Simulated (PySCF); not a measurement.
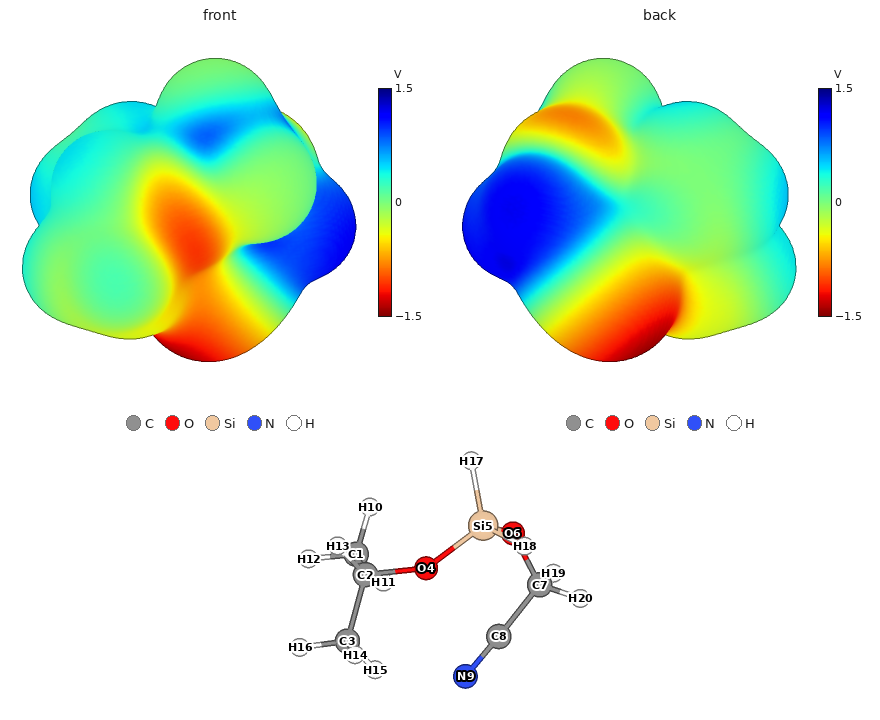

The picture shows: C₅H₁₁NO₂Si (SMILES CC(C)O[SiH2]OCC#N). The molecular electrostatic potential painted on the density surface at 0.001 e/bohr³, seen from the front and from behind; the colour scale runs from red (negative) to blue (positive). The bare structure is drawn below in the same view.

Geometry: GFN2-xTB.

Computed with PBE0/pcSseg-1, SCF density, gas phase, non-relativistic (PySCF 2.14.0).

```xyz
20

C    -1.2204    0.0002   -1.2583
C    -1.4349    0.6748    0.0910
C    -2.1731   -0.2460    1.0582
O    -0.2247    1.0570    0.7026
Si    1.2500    1.4743    0.2270
O     2.1547    0.3083   -0.4859
C     2.5851   -0.9075    0.0454
C     1.4917   -1.7523    0.4804
N     0.6079   -2.3992    0.8079
H    -0.6819    0.6661   -1.9267
H    -0.6438   -0.9111   -1.1282
H    -2.1798   -0.2516   -1.7023
H    -2.0185    1.5969   -0.0571
H    -2.3015    0.2520    2.0162
H    -1.5941   -1.1543    1.2129
H    -3.1500   -0.5031    0.6583
H     1.3405    2.4228   -0.8703
H     1.7922    1.8610    1.5211
H     3.1467   -1.4386   -0.7359
H     3.2487   -0.7391    0.9068
```

Q: Where is the surface potential most negative and most positive?

A: The most negative region (about −1.4 V) lies over N9, the most positive (about +1.2 V) over C7, H19 and H20. N9 is the likeliest acceptor of a hydrogen bond.

Q: How polar is the molecule by this calculation?

A: Its dipole moment is 1.97 D.
